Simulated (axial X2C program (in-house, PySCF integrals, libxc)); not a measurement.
# All-electron X2C curves of HfO⁺, part 2 of 2

Computed with an in-house X2C program for linear molecules on PySCF integrals; all-electron X2C, Hf dyall-cv3z, O dyall-av3z.

## (9) PBE0, 2c

State followed: Ω = 1/2 (excess of +ω over −ω: ω = 1/2). The scan is laid around 1.685 Å, a first estimate of the minimum, and this SCF restarts from the orbitals of the search.

The SCF at the reference distance of 1.685 Å:

```text
two-component X2C + atomic mean field  PBE0
basis functions 239  fitting functions 1197  grid points 5076
iter        total energy     max residual
   1     -15151.458615190     2.79e-05
   2     -15151.458615153     6.82e-05
   3     -15151.458615198     1.27e-05
   4     -15151.458615201     2.58e-06
   5     -15151.458615201     1.22e-06
converged
one-electron -21122.61857879  Coulomb 6123.98374109  exact exchange -78.91946649  xc functional -242.08310793  nuclear repulsion 180.89381216  atomic mean-field constant -12.71501524
```

Along the bond, energies from the lowest point:

| R (Å) | E (eV) | μ (D) | HOMO (eV) | LUMO (eV) | iterations |
| --- | --- | --- | --- | --- | --- |
| 1.466 | 2.0447 | -2.87 | -11.84 | -9.11 | 13 |
| 1.533 | 0.8638 | -3.43 | -12.02 | -9.25 | 13 |
| 1.584 | 0.3451 | -3.81 | -12.14 | -9.34 | 13 |
| 1.634 | 0.0744 | -4.15 | -12.25 | -9.43 | 14 |
| 1.685 | 0.0000 | -4.47 | -12.36 | -9.51 | 5 |
| 1.744 | 0.1065 | -4.80 | -12.47 | -9.59 | 15 |
| 1.803 | 0.3700 | -5.10 | -12.58 | -9.73 | 15 |
| 1.879 | 0.8703 | -5.44 | -12.70 | -9.89 | 16 |
| 1.971 | 1.6349 | -5.76 | -12.82 | -10.07 | 18 |
| 2.106 | 2.8540 | -5.84 | -12.87 | -10.20 | 21 |

Dipoles are positive if O is the positive end and refer to the centre of mass.

Outer spinors at the reference distance:

```
   ω  occupied  ε (eV)             atomic character     λ mixture
-5/2       yes  -29.85                    100% Hf f  89% φ, 11% δ
 5/2       yes  -29.84                    100% Hf f  88% φ, 12% δ
-3/2       yes  -29.64                    100% Hf f  75% δ, 25% π
 3/2       yes  -29.64                    100% Hf f  73% δ, 27% π
-1/2       yes  -29.38             90% Hf f, 7% O s  66% π, 34% σ
 1/2       yes  -29.35             88% Hf f, 8% O s  63% π, 37% σ
 7/2       yes  -28.22                    100% Hf f        100% φ
-7/2       yes  -28.21                    100% Hf f        100% φ
 5/2       yes  -28.04                    100% Hf f  88% δ, 12% φ
-5/2       yes  -28.02                    100% Hf f  89% δ, 11% φ
 3/2       yes  -27.95                    100% Hf f  73% π, 27% δ
-3/2       yes  -27.91                    100% Hf f  75% π, 25% δ
 1/2       yes  -27.74             94% Hf f, 4% O s  65% σ, 35% π
-1/2       yes  -27.72             94% Hf f, 4% O s  68% σ, 32% π
 1/2       yes  -16.01   69% O p, 23% Hf d, 3% Hf f  89% π, 11% σ
-1/2       yes  -15.98   68% O p, 24% Hf d, 3% Hf f  86% π, 14% σ
-3/2       yes  -15.90   70% O p, 23% Hf d, 3% Hf f        100% π
 3/2       yes  -15.86   68% O p, 25% Hf d, 3% Hf f        100% π
 1/2       yes  -15.74   68% O p, 21% Hf d, 3% Hf p  89% σ, 11% π
-1/2       yes  -15.74   70% O p, 20% Hf d, 3% Hf p  86% σ, 14% π
 1/2       yes  -12.36  60% Hf s, 15% Hf d, 12% O p        100% σ
-1/2        no   -9.51  62% Hf s, 14% Hf d, 11% O p        100% σ
-3/2        no   -9.45                     97% Hf d        100% δ
 5/2        no   -9.10                     97% Hf d        100% δ
 3/2        no   -8.65                     96% Hf d   99% δ, 1% π
```

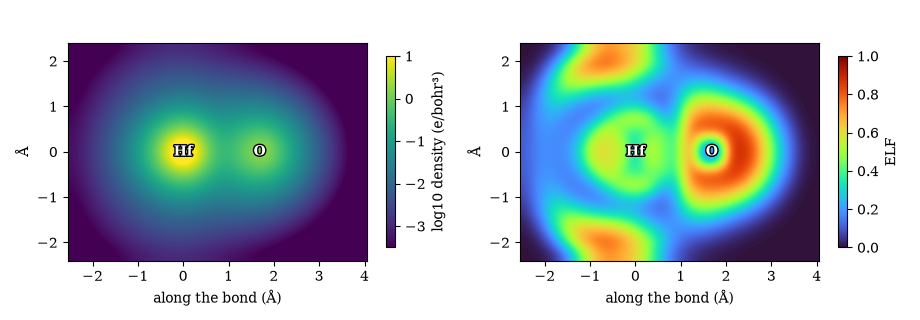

PBE0 fields in a plane through the axis, from a grid of 0.3 Å; Hf lies at z = 0 and O at z = 1.685 Å; the ELF is damped to zero where the density is low.

Re = 1.682 Å, ωe = 1065 cm⁻¹, ωexe = 2.98 cm⁻¹, Be = 0.4057 cm⁻¹, De = 7.28 eV, μ = -4.45 D.

## (10) HF, 2c

Output at 1.685 Å:

```text
two-component X2C + atomic mean field  HF
basis functions 239  fitting functions 1197  grid points 5076
iter        total energy     max residual
   1     -15146.133906747     8.65e-01
   2     -15146.183591990     2.94e-02
   3     -15146.182938799     3.59e-02
   4     -15146.189343349     1.42e-03
   5     -15146.189444882     1.64e-03
   6     -15146.189494722     8.41e-04
   7     -15146.189529280     3.64e-04
   8     -15146.189555310     2.81e-04
   9     -15146.189566243     2.34e-04
  10     -15146.189570046     1.63e-04
  11     -15146.189573262     8.77e-05
  12     -15146.189574377     2.39e-05
  13     -15146.189574472     1.55e-05
  14     -15146.189574522     7.50e-06
  15     -15146.189574532     2.71e-06
  16     -15146.189574534     9.76e-07
converged
one-electron -21124.17180386  Coulomb 6125.74879815  exact exchange -315.94536574  xc functional 0.00000000  nuclear repulsion 180.89381216  atomic mean-field constant -12.71501524
```

No constants are quoted: the dipole of the solution doesn't run smoothly along the scan, a sign that its character may change, so the fit is set aside.

## (11) PW91, 2c

Output at 1.685 Å:

```text
two-component X2C + atomic mean field  PW91
basis functions 239  fitting functions 1197  grid points 5076
iter        total energy     max residual
   1     -15153.353815189     2.68e-01
   2     -15153.355766101     2.02e-02
   3     -15153.300209330     6.88e-02
   4     -15153.352500018     2.75e-02
   5     -15153.360963744     7.25e-03
   6     -15153.361643320     9.65e-04
   7     -15153.361659271     1.55e-04
   8     -15153.361659492     1.12e-05
   9     -15153.361659493     1.55e-06
converged
one-electron -21121.60316168  Coulomb 6122.92420301  exact exchange 0.00000000  xc functional -322.86149775  nuclear repulsion 180.89381216  atomic mean-field constant -12.71501524
```

Re = 1.701 Å, ωe = 1012 cm⁻¹, ωexe = 3.21 cm⁻¹, Be = 0.3966 cm⁻¹, De = 8.07 eV, μ = -4.13 D.

## (12) Correlated methods, 2c

Correlated methods: 9 electrons correlated (frozen shells, counted by type: Hf 5 s, 4 p, 2 d, 1 f; O 1 s), 317 virtual spinors in MP2, 90 natural virtuals in coupled cluster.

Output of the correlated part at 1.685 Å:

```text
correlated 9  virtual 317  natural virtual 90  E(MP2) -0.339078154  MP2 remainder -0.007182022
iter   CCSD correlation   residual
   1     -0.288100898   2.36e-01
   2     -0.306523352   1.52e-01
   3     -0.309519443   2.46e-02
   4     -0.310003360   1.08e-02
   5     -0.310117805   3.24e-03
   6     -0.310142024   1.45e-03
   7     -0.310121282   6.83e-04
   8     -0.310132604   2.48e-04
   9     -0.310138611   9.43e-05
  10     -0.310135608   4.45e-05
  11     -0.310136620   2.05e-05
  12     -0.310136557   6.49e-06
  13     -0.310136422   2.24e-06
  14     -0.310136423   1.06e-06
(T) -0.019665896  T1 0.0390  D1 0.0565  max T2 0.042
```

MP2: No constants are quoted: the dipole of the HF reference doesn't run smoothly along the scan, a sign that its character may change, so the fit is set aside.

CCSD: No constants are quoted: the dipole of the HF reference doesn't run smoothly along the scan, a sign that its character may change, so the fit is set aside.

CCSD(T): No constants are quoted: the dipole of the HF reference doesn't run smoothly along the scan, a sign that its character may change, so the fit is set aside.

## (13) A higher determinant, 2c

State: Ω = 3/2 (excess of +ω over −ω: ω = 3/2).

Output at the reference distance:

```text
two-component X2C + atomic mean field  PBE0
basis functions 239  fitting functions 1197  grid points 5076
iter        total energy     max residual
   1     -15151.426291324     5.08e-06
   2     -15151.426291324     1.14e-05
converged
one-electron -21128.25179504  Coulomb 6129.77508834  exact exchange -78.95298802  xc functional -242.17539353  nuclear repulsion 180.89381216  atomic mean-field constant -12.71501524
```

```
R (Å)  E above the lowest PBE0 point (eV)
1.466                               3.023
1.533                               1.831
1.584                               1.290
1.634                               0.990
1.685                               0.880
1.744                               0.939
1.803                               1.153
1.879                               1.586
1.971                               2.269
```

Re = 1.695 Å, ωe = 1018 cm⁻¹, ωexe = 2.99 cm⁻¹, Be = 0.3995 cm⁻¹, μ = -5.80 D. Te = 0.88 eV. As a difference of two determinants it need not be a gap between pure terms.

## (14) The 2c curves together

Energy (eV) of the followed determinant, 2c, from each level's lowest point:

```csv
R (Å),PBE0,HF (dipole not smooth),MP2 (HF's dipole not smooth),CCSD (HF's dipole not smooth),CCSD(T) (HF's dipole not smooth),PW91
1.466,2.045,1.921,2.582,n/a,n/a,2.283
1.533,0.864,0.769,1.228,1.057,1.171,1.028
1.584,0.345,0.276,0.585,0.467,0.545,0.455
1.634,0.074,0.036,0.195,0.132,0.172,0.130
1.685,0.000,0.000,0.007,0.000,0.000,0.000
1.744,0.107,0.160,0.000,0.049,0.000,0.040
1.803,0.370,0.480,0.244,0.269,0.178,0.236
1.879,0.870,0.972,2.043,0.751,0.744,0.647
1.971,1.635,1.358,3.397,n/a,n/a,1.302
2.106,2.854,1.924,4.340,n/a,n/a,2.391
```

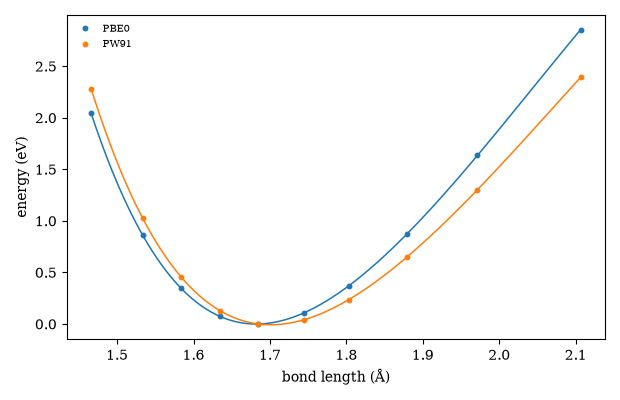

Curves of the followed state, 2c, each from its own lowest point. Left out: HF, MP2, CCSD, CCSD(T).

The whole job took 4 min on 1 thread of Arm Neoverse V2, shared host; peak memory 0.66 GiB.

## (15) Constants

What follows sums up all 2 parts.

Lowest determinant that the search found at its distance, spin-free: M_S = 1/2, Λ = 0 (beyond closed shells: σα).

Lowest determinant that the search found at its distance, 2c: Ω = 1/2 (excess of +ω over −ω: ω = 1/2).

```csv
Hamiltonian,level,Re (Å),ωe (cm⁻¹),De (eV),μ (D)
spin-free,PBE0,1.683,1064,7.50,-4.48
spin-free,PW91,1.702,1012,8.29,-4.16
2c,PBE0,1.682,1065,7.28,-4.45
2c,PW91,1.701,1012,8.07,-4.13
```

Dipoles are positive if O is the positive end and refer to the centre of mass. No constants: spin-free HF (the dipole of the solution doesn't run smoothly along the scan, a sign that its character may change, so the fit is set aside); spin-free MP2 (the dipole of the HF reference doesn't run smoothly along the scan, a sign that its character may change, so the fit is set aside); spin-free CCSD (the dipole of the HF reference doesn't run smoothly along the scan, a sign that its character may change, so the fit is set aside); spin-free CCSD(T) (the dipole of the HF reference doesn't run smoothly along the scan, a sign that its character may change, so the fit is set aside); 2c HF (the dipole of the solution doesn't run smoothly along the scan, a sign that its character may change, so the fit is set aside); 2c MP2 (the dipole of the HF reference doesn't run smoothly along the scan, a sign that its character may change, so the fit is set aside); 2c CCSD (the dipole of the HF reference doesn't run smoothly along the scan, a sign that its character may change, so the fit is set aside); 2c CCSD(T) (the dipole of the HF reference doesn't run smoothly along the scan, a sign that its character may change, so the fit is set aside).

Time per point (s) on 1 thread of Arm Neoverse V2, shared host (2c runs); the times are rough: PBE0 1.6, PW91 0.58.

At PBE0, going from spin-free to two-component changes Re by -1 mÅ, ωe by 0.0 %, which is small (part of it comes from the scalar share of the two-electron terms). It costs about 1.6 times the time. De moves by -0.22 eV; both De rest on single-determinant atoms, which can miss part of an open shell's spin–orbit lowering.

De refers to Hf+ + O, each in the lowest determinant found, which need not be this curve's own limit. The state is a single determinant with fixed occupations, the lowest that a limited PBE0 search found. Dissociation energies refer to the lowest single-determinant-based atoms at the same level and basis. Density functionals use the spin component along the axis (collinear).
